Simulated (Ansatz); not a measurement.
**SnH₄O₂ + HCl: a complex and its separated parts, part 1 of 3**

Aim: how far the complex at one end of a reaction step lies below its separated, relaxed parts, level by level.

Program: Ansatz 0.2.0, Gaussian basis. Level of theory: PBE0-D4/def2-TZVP structures, single points in def2-TZVPP, no counterpoise correction. These are calculated values, not measurements.

Levels: SPW92, PBE-D4, BLYP-D4, r2SCAN-D4, B97M-V, PBE0-D4, B3LYP-D4, r2SCAN0-D4, BHLYP-D4, CAM-B3LYP-D4, wB97X-V, wB97M-V, B2PLYP, PBE-QIDH, RPA on PBE, Hartree-Fock, MP2, CCSD, CCSD(T).

Cores are frozen in the correlated methods. Filled d shells of the heavier atoms are correlated. Core potentials replace the inner electrons past krypton, and spin-orbit coupling is left out. B3LYP uses VWN-RPA correlation. B2PLYP carries no dispersion term here.

88 further runs of the same task are left out: 88 set aside as unsound or not needed.

**1. Where the work starts**

The complex: 9 atoms, charge 0, spin multiplicity 1.

Atoms are counted from 1 here; the program's logs count them from 0.

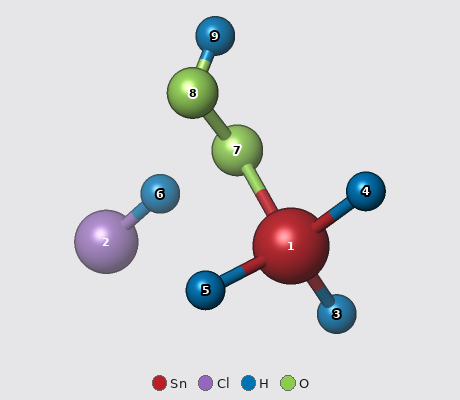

As it starts; tin red, chlorine purple, hydrogen blue, oxygen green; atoms are numbered from 1 in the order of the file.

Geometry (Å):

```mol
ClH5O2Sn
  3D, bonds by distance, orders not assigned

  9  7  0  0  0  0  0  0  0  0999 V2000
   -0.8402    0.2726   -1.0186 Sn  0  0
    2.8494   -1.0625    0.0133 Cl  0  0
   -0.6224   -1.0295   -2.0858 H   0  0
   -2.4599    0.5713   -0.5992 H   0  0
    0.0369    1.6715   -1.4027 H   0  0
    1.6244   -0.8088    0.4365 H   0  0
   -0.0083   -0.4550    0.6791 O   0  0
   -0.0922    0.6405    1.6076 O   0  0
   -0.4879    0.2002    2.3698 H   0  0
  1  3  8  0
  1  4  8  0
  1  5  8  0
  1  7  8  0
  2  6  8  0
  7  8  8  0
  8  9  8  0
M  END
```

Its parts: SnH₄O₂ holds atoms 1, 3, 4, 5, 7, 8, 9; HCl holds atoms 2, 6. Each part counts its atoms afresh in its own runs.

**2. Relaxing SnH₄O₂ alone**

Contents of relax-a/in.yaml:

```yaml
crystal:
  periodic: [false, false, false]
  atoms:
    - {symbol: Sn, position_ang: [-0.840181, 0.272576, -1.018649]}
    - {symbol: H, position_ang: [-0.622388, -1.029480, -2.085767]}
    - {symbol: H, position_ang: [-2.459877, 0.571293, -0.599204]}
    - {symbol: H, position_ang: [0.036850, 1.671487, -1.402698]}
    - {symbol: O, position_ang: [-0.008309, -0.454994, 0.679085]}
    - {symbol: O, position_ang: [-0.092201, 0.640497, 1.607640]}
    - {symbol: H, position_ang: [-0.487860, 0.200158, 2.369834]}
basis:
  gaussian: {orbitals: def2-TZVP}
hamiltonian: {xc: pbe0, dispersion: d4}
relax: {f_tol: 0.005, max_steps: 200}
```

Started as:

```console
ansatz run in.yaml --threads 4 --pin off --events-out ev --progress --plain --max-ram 9574MiB
```

The program printed, shortened:

```text
Functional definition: PBE0
  name "PBE0"
  cite "Adamo & Barone, J. Chem. Phys. 110, 6158 (1999) doi:10.1063/1.478522"
  cite "Perdew, Burke & Ernzerhof, Phys. Rev. Lett. 77, 3865 (1996) doi:10.1103/PhysRevLett.77.3865"
  parent pbe
[...]
939 factors; their error is unknown
[...]
mean field -9985.12660486 eV, -366.9466345668 hartree, gradient 4.2e-5 eV, S^2 0.000000; 0 other end points of the search recorded, 0 dependent functions left out
[...]
reference -9985.12663821 eV, -366.9466357921 hartree; 21, 21 occupied and 115, 115 virtual orbitals, 939 factors
[...]
Total energy: -9985.22631259 eV, -366.9502987582 hartree
Atom 0 at    -0.829643     0.262200    -0.982052 Å, force     0.000427    -0.001367     0.001266 eV/Å
Atom 1 at    -0.629522    -1.018233    -2.087264 Å, force    -0.000288    -0.000425    -0.000616 eV/Å
Atom 2 at    -2.459207     0.577312    -0.597821 Å, force     0.000311     0.000183     0.000662 eV/Å
Atom 3 at     0.026280     1.668416    -1.407401 Å, force     0.000316     0.000333    -0.000115 eV/Å
Atom 4 at     0.018720    -0.465491     0.676485 Å, force    -0.000538     0.001724    -0.000349 eV/Å
Atom 5 at    -0.077812     0.637409     1.603673 Å, force    -0.000666    -0.000444     0.002247 eV/Å
Atom 6 at    -0.522781     0.209923     2.344621 Å, force     0.000437    -0.000005    -0.003094 eV/Å
Dipole moment:    -0.349958     0.024881    -0.145967 e Å
```

Wall time 7.5 s (4 threads of Intel Xeon Platinum 8375C at 2.90GHz, shared host).

Step by step:

```
step  energy from step 1 (eV)  largest force component (eV/Å)
   1                   0.0000                          0.6038
   2                  -0.0098                          0.1540
   3                  -0.0124                          0.0492
   4                  -0.0125                          0.0208
   5                  -0.0126                          0.0077
   6                  -0.0126                          0.0357
   7                  -0.0126                          0.0031
```

Close pairs (by a distance rule), those that changed most:

```
  bond  before (Å)  after (Å)  change (Å)
Sn1–O5       2.026      2.000      -0.026
Sn1–H2       1.698      1.703      +0.006
 O5–O6       1.439      1.444      +0.006
Sn1–H4       1.695      1.700      +0.005
Sn1–H3       1.700      1.704      +0.004
 O6–H7       0.965      0.964      -0.001
```

**3. Relaxing HCl alone**

Contents of relax-b/in.yaml:

```yaml
crystal:
  periodic: [false, false, false]
  atoms:
    - {symbol: Cl, position_ang: [2.849445, -1.062510, 0.013270]}
    - {symbol: H, position_ang: [1.624420, -0.808830, 0.436490]}
basis:
  gaussian: {orbitals: def2-TZVP}
hamiltonian: {xc: pbe0, dispersion: d4}
relax: {f_tol: 0.005, max_steps: 200}
```

Started as:

```console
ansatz run in.yaml --threads 4 --pin off --events-out ev --progress --plain --max-ram 9574MiB
```

The program printed, shortened:

```text
[... 5 set-up lines as earlier in the session ...]
[...]
312 factors; their error is unknown
[...]
mean field -12535.29019478 eV, -460.6634179333 hartree, gradient 4.3e-5 eV, S^2 0.000000; 0 other end points of the search recorded, 0 dependent functions left out
[...]
reference -12535.31647375 eV, -460.6643836677 hartree; 9, 9 occupied and 34, 34 virtual orbitals, 312 factors
Total energy: -12535.32105166 eV, -460.6645519027 hartree
Atom 0 at     2.830061    -1.058496     0.019967 Å, force    -0.000001     0.000000     0.000000 eV/Å
Atom 1 at     1.643804    -0.812844     0.429793 Å, force     0.000001    -0.000000    -0.000000 eV/Å
Dipole moment:    -0.243597     0.050444     0.084157 e Å
```

Wall time 0.65 s (4 threads of Intel Xeon Platinum 8375C at 2.90GHz, shared host).

The steps of the relaxation:

```
step  energy from step 1 (eV)  largest force component (eV/Å)
   1                   0.0000                          1.1213
   2                  -0.0222                          0.4599
   3                  -0.0262                          0.0332
   4                  -0.0262                          0.0184
   5                  -0.0262                          0.0000
```

The bond:

```
  bond  before (Å)  after (Å)  change (Å)
Cl1–H2       1.321      1.279      -0.042
```

**4. SPW92/def2-TZVPP**

Contents of parta/in.yaml:

```yaml
crystal:
  periodic: [false, false, false]
  atoms:
    - {symbol: Sn, position_ang: [-0.829643, 0.262200, -0.982052]}
    - {symbol: H, position_ang: [-0.629522, -1.018233, -2.087264]}
    - {symbol: H, position_ang: [-2.459207, 0.577312, -0.597821]}
    - {symbol: H, position_ang: [0.026280, 1.668416, -1.407401]}
    - {symbol: O, position_ang: [0.018720, -0.465491, 0.676485]}
    - {symbol: O, position_ang: [-0.077812, 0.637409, 1.603673]}
    - {symbol: H, position_ang: [-0.522781, 0.209923, 2.344621]}
basis:
  gaussian: {orbitals: def2-TZVPP}
hamiltonian: {xc: lda}
```

Contents of partb/in.yaml:

```yaml
crystal:
  periodic: [false, false, false]
  atoms:
    - {symbol: Cl, position_ang: [2.830061, -1.058496, 0.019967]}
    - {symbol: H, position_ang: [1.643804, -0.812844, 0.429793]}
basis:
  gaussian: {orbitals: def2-TZVPP}
hamiltonian: {xc: lda}
```

One command serves all of them, each in its own folder.

Started as:

```console
ansatz run in.yaml --threads 4 --pin off --events-out ev --progress --plain --max-ram 9574MiB
```

Output in parta, shortened:

```text
Functional definition: SPW92
  name "SPW92"
  cite "Dirac, Proc. Camb. Phil. Soc. 26, 376 (1930) doi:10.1017/S0305004100016108"
  cite "Slater, Phys. Rev. 81, 385 (1951) doi:10.1103/PhysRev.81.385"
  cite "Perdew & Wang, Phys. Rev. B 45, 13244 (1992) doi:10.1103/PhysRevB.45.13244"
[...]
926 factors; their error is unknown
[...]
mean field -9950.39273580 eV, -365.6701884220 hartree, gradient 2.6e-5 eV, S^2 0.000000; 0 other end points of the search recorded, 0 dependent functions left out
reference -9950.39277860 eV, -365.6701899950 hartree; 21, 21 occupied and 147, 147 virtual orbitals, 926 factors
Total energy: -9950.39277860 eV, -365.6701899950 hartree
```

Output in partb, shortened:

```text
[... 5 set-up lines as earlier in the session ...]
[...]
353 factors; their error is unknown
[...]
mean field -12498.56388300 eV, -459.3137508695 hartree, gradient 5.7e-5 eV, S^2 0.000000; 0 other end points of the search recorded, 0 dependent functions left out
reference -12498.56390241 eV, -459.3137515828 hartree; 9, 9 occupied and 47, 47 virtual orbitals, 353 factors
Total energy: -12498.56390241 eV, -459.3137515828 hartree
```

Wall times: 0.5 s (parta), 0.1 s (partb) on 4 threads of Intel Xeon Platinum 8375C at 2.90GHz, shared host.

**5. PBE-D4/def2-TZVPP**

The same edit goes into each in.yaml of step 4 (parta, partb):

```diff
-hamiltonian: {xc: lda}
+hamiltonian: {xc: pbe, dispersion: d4}
```

The same command starts each run, in its folder.

Started as:

```console
ansatz run in.yaml --threads 4 --pin off --events-out ev --progress --plain --max-ram 9574MiB
```

Output in parta, shortened:

```text
Functional definition: PBE
  name "PBE"
[... 2 set-up lines as earlier in the session ...]
[...]
926 factors; their error is unknown
[...]
mean field -9985.14094114 eV, -366.9471614151 hartree, gradient 3.1e-5 eV, S^2 0.000000; 0 other end points of the search recorded, 0 dependent functions left out
reference -9985.14098723 eV, -366.9471631091 hartree; 21, 21 occupied and 147, 147 virtual orbitals, 926 factors
Total energy: -9985.24523578 eV, -366.9509941727 hartree
```

Log of partb, shortened:

```text
[... 4 set-up lines as earlier in the session ...]
[...]
353 factors; their error is unknown
[...]
mean field -12534.30963379 eV, -460.6273829815 hartree, gradient 8.1e-5 eV, S^2 0.000000; 0 other end points of the search recorded, 0 dependent functions left out
reference -12534.30965469 eV, -460.6273837498 hartree; 9, 9 occupied and 47, 47 virtual orbitals, 353 factors
Total energy: -12534.31531586 eV, -460.6275917937 hartree
```

Wall times: 0.7 s (parta), 0.15 s (partb) on 4 threads of Intel Xeon Platinum 8375C at 2.90GHz, shared host.

**6. BLYP-D4/def2-TZVPP**

Each input of step 5 (parta, partb) changes in the same lines:

```diff
-hamiltonian: {xc: pbe, dispersion: d4}
+hamiltonian: {xc: {name: BLYP}, dispersion: d4}
```

The same command starts each run, in its folder.

Started as:

```console
ansatz run in.yaml --threads 4 --pin off --events-out ev --progress --plain --max-ram 9574MiB
```

Log of parta, shortened:

```text
Functional definition: BLYP
  name "BLYP"
  cite "Becke, Phys. Rev. A 38, 3098 (1988) doi:10.1103/PhysRevA.38.3098"
  cite "Lee, Yang & Parr, Phys. Rev. B 37, 785 (1988) doi:10.1103/PhysRevB.37.785"
[...]
926 factors; their error is unknown
[...]
mean field -9987.49436002 eV, -367.0336479639 hartree, gradient 2.9e-5 eV, S^2 0.000000; 0 other end points of the search recorded, 0 dependent functions left out
reference -9987.49471237 eV, -367.0336609127 hartree; 21, 21 occupied and 147, 147 virtual orbitals, 926 factors
Total energy: -9987.72474264 eV, -367.0421143691 hartree
```

Output in partb, shortened:

```text
[... 4 set-up lines as earlier in the session ...]
[...]
353 factors; their error is unknown
[...]
mean field -12539.38861167 eV, -460.8140319758 hartree, gradient 4.5e-5 eV, S^2 0.000000; 0 other end points of the search recorded, 0 dependent functions left out
reference -12539.38881599 eV, -460.8140394845 hartree; 9, 9 occupied and 47, 47 virtual orbitals, 353 factors
Total energy: -12539.40230514 eV, -460.8145352017 hartree
```

Wall times: 0.8 s (parta), 0.15 s (partb) on 4 threads of Intel Xeon Platinum 8375C at 2.90GHz, shared host.

**7. r2SCAN-D4/def2-TZVPP**

Each input of step 6 (parta, partb) changes in the same lines:

```diff
-hamiltonian: {xc: {name: BLYP}, dispersion: d4}
+hamiltonian: {xc: r2scan, dispersion: d4}
```

One command serves all of them, each in its own folder.

Started as:

```console
ansatz run in.yaml --threads 4 --pin off --events-out ev --progress --plain --max-ram 9574MiB
```

Log of parta, shortened:

```text
Functional definition: r2SCAN
  name "r2SCAN"
  cite "Furness, Kaplan, Ning, Perdew & Sun, J. Phys. Chem. Lett. 11, 8208 (2020) doi:10.1021/acs.jpclett.0c02405"
  cite "Furness, Kaplan, Ning, Perdew & Sun, J. Phys. Chem. Lett. 11, 9248 (2020) doi:10.1021/acs.jpclett.0c03077"
  parent r2scan
[...]
926 factors; their error is unknown
[...]
mean field -9989.69718901 eV, -367.1146004362 hartree, gradient 4.6e-5 eV, S^2 0.000000; 0 other end points of the search recorded, 0 dependent functions left out
reference -9989.69720254 eV, -367.1146009335 hartree; 21, 21 occupied and 147, 147 virtual orbitals, 926 factors
Total energy: -9989.72112500 eV, -367.1154800676 hartree
```

Output in partb, shortened:

```text
[... 5 set-up lines as earlier in the session ...]
[...]
353 factors; their error is unknown
[...]
mean field -12538.62224982 eV, -460.7858686975 hartree, gradient 3.1e-5 eV, S^2 0.000000; 0 other end points of the search recorded, 0 dependent functions left out
reference -12538.62225515 eV, -460.7858688933 hartree; 9, 9 occupied and 47, 47 virtual orbitals, 353 factors
Total energy: -12538.62352110 eV, -460.7859154162 hartree
```

Wall times: 1.2 s (parta), 0.3 s (partb) on 4 threads of Intel Xeon Platinum 8375C at 2.90GHz, shared host.

**8. B97M-V/def2-TZVPP**

The same edit goes into each in.yaml of step 7 (parta, partb):

```diff
-hamiltonian: {xc: r2scan, dispersion: d4}
+hamiltonian: {xc: {name: B97M-V}}
```

One command serves all of them, each in its own folder.

Started as:

```console
ansatz run in.yaml --threads 4 --pin off --events-out ev --progress --plain --max-ram 9574MiB
```

Output in parta, shortened:

```text
Functional definition: B97M-V
  name "B97M-V"
  cite "Mardirossian & Head-Gordon, J. Chem. Phys. 142, 074111 (2015) doi:10.1063/1.4907719"
  cite "Becke, J. Chem. Phys. 107, 8554 (1997) doi:10.1063/1.475007"
  cite "Vydrov & Van Voorhis, J. Chem. Phys. 133, 244103 (2010) doi:10.1063/1.3521275"
  # Of w^i u^j: cxij and so on, Table III.
[...]
  gx(w, u) = cx00 + cx01*u + cx02*u^2 + (cx10 + cx11*u)*w
[...]
  gos(w, u) = cos00 + cos01*u + cos03*u^3 + cos10*w + cos32*w^3*u^2
[...]
      + integral(e_c_pw_mod_opposite_spin*gos(b97_w_opposite, b97_u_opposite)) + vv10(b, c)
926 factors; their error is unknown
[...]
mean field -9988.44521524 eV, -367.0685912487 hartree, gradient 7.6e-5 eV, S^2 0.000000; 0 other end points of the search recorded, 0 dependent functions left out
reference -9988.44528159 eV, -367.0685936871 hartree; 21, 21 occupied and 147, 147 virtual orbitals, 926 factors
Total energy: -9988.44528159 eV, -367.0685936871 hartree
```

Log of partb, shortened:

```text
[... 5 set-up lines as earlier in the session ...]
  # Of w^i u^j: cxij and so on, Table III.
[...]
  gx(w, u) = cx00 + cx01*u + cx02*u^2 + (cx10 + cx11*u)*w
[...]
  gos(w, u) = cos00 + cos01*u + cos03*u^3 + cos10*w + cos32*w^3*u^2
[...]
      + integral(e_c_pw_mod_opposite_spin*gos(b97_w_opposite, b97_u_opposite)) + vv10(b, c)
353 factors; their error is unknown
[...]
mean field -12536.22648091 eV, -460.6978258140 hartree, gradient 1.2e-5 eV, S^2 0.000000; 0 other end points of the search recorded, 0 dependent functions left out
reference -12536.22650904 eV, -460.6978268476 hartree; 9, 9 occupied and 47, 47 virtual orbitals, 353 factors
Total energy: -12536.22650904 eV, -460.6978268476 hartree
```

They took 2.4 s (parta), 0.35 s (partb) on 4 threads of Intel Xeon Platinum 8375C at 2.90GHz, shared host.

(Continued in part 2 of 3.)
